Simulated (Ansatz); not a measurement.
ClF3Ge···HF

Input file:

```
crystal:
  periodic: [false, false, false]
  atoms:
    - { symbol: Ge, position_ang: [-0.176506, 0.873325, -0.035685] }
    - { symbol: F, position_ang: [-0.190723, -2.190815, -0.120303] }
    - { symbol: F, position_ang: [-0.557343, 0.426583, -1.638708] }
    - { symbol: F, position_ang: [-1.400082, 0.374813, 1.045663] }
    - { symbol: F, position_ang: [-0.142952, 2.585188, 0.007663] }
    - { symbol: H, position_ang: [0.673288, -2.20679, 0.172003] }
    - { symbol: Cl, position_ang: [1.794418, 0.137696, 0.569367] }
basis:
  gaussian: { orbitals: def2-SVP }
hamiltonian:
  xc: b3lyp
  dispersion: d4
relax:
  f_tol: 0.03
  max_steps: 50
output:
  orbitals: {}
```

Command:

```sh
ansatz run input.yaml --threads 2 --pin off --max-ram 3072MiB --backend cpu --events-out ev --progress --plain --runs-dir out
```

The fields are those of the relaxed geometry.

The calculation used RKS B3LYP-D4/def2-SVP (Ansatz 0.2.0).

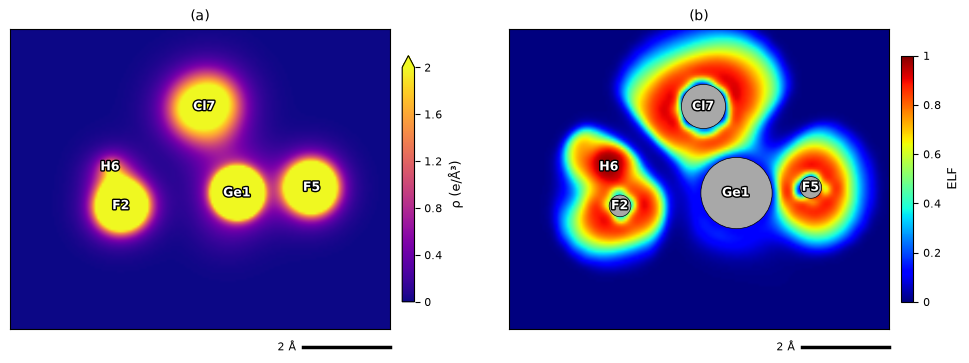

Figure 1. (a) total electron density; (b) ELF on the plane of atoms F5, Ge1 and Cl7. Grey discs cover the atomic cores in the ELF map.

### What does the map show?

- Atoms in the plane: Ge, F, H and Cl.
- Ge1···F2 (2.70 Å): the density falls to about 0.12 e/Å³ on the way; the ELF dips to about 0.05 between them.
- Ge–F (1.72 Å): ρ at the midpoint is about 0.95 e/Å³; the ELF peaks at about 0.85 in the valence shell of F, 0.5 Å from its nucleus, and is about 0.20 at the midpoint.
- Ge–Cl (2.14 Å): ρ is about 0.76 e/Å³ halfway; the ELF peaks at about 0.85 in the valence shell of Cl, 0.9 Å from its nucleus, and is about 0.70 at the midpoint.
- F–H (0.93 Å): the density is about 4.5 e/Å³ at the midpoint; the ELF climbs to about 1 towards the hydrogen, as it does in any bond to H: an ordinary covalent bond to hydrogen.
- The ELF also peaks beside F2, F5 and Cl7, away from the bonds: lone-pair regions.

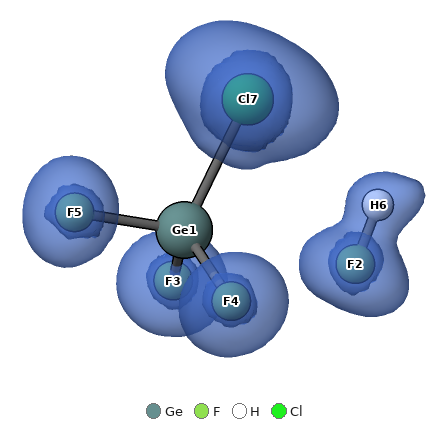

Figure 2. Isosurface of the ELF at 0.75 (blue), seen at a tilt. Only the valence region is drawn (cores and ρ < 0.01 e/Å³ removed).

### Describe the localisation domains.

The surface consists of one region wrapped around Cl (its valence shell), three regions wrapped around F (the valence shell of each) and one joined region spread over several atoms (F, H), in which their bonds and any lone pairs are merged. Along the contacts the grid gives the following. Ge–F (1.71 Å): the ELF peaks at about 0.80 in the valence shell of F, 0.5 Å from its nucleus, and is about 0.20 at the midpoint.

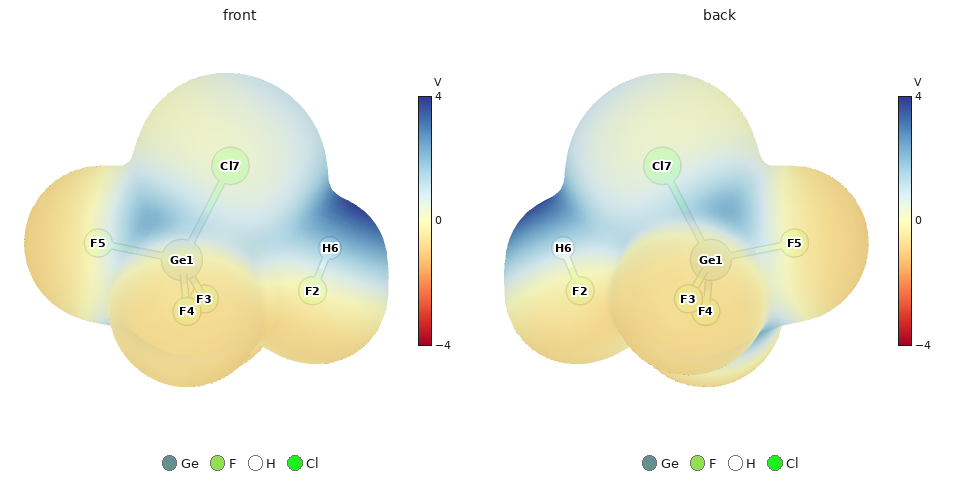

Figure 3. The electrostatic potential painted on the density surface at 0.002 e/bohr³, seen from the front and from behind; the colour scale runs from red (negative) to blue (positive).

### Where is the surface potential most negative and most positive?

The most negative region (about −0.9 V, or −21 kcal/mol for a unit charge) lies over F3, F4 and F5, the most positive (about +3.6 V, or +83 kcal/mol for a unit charge) over H6.
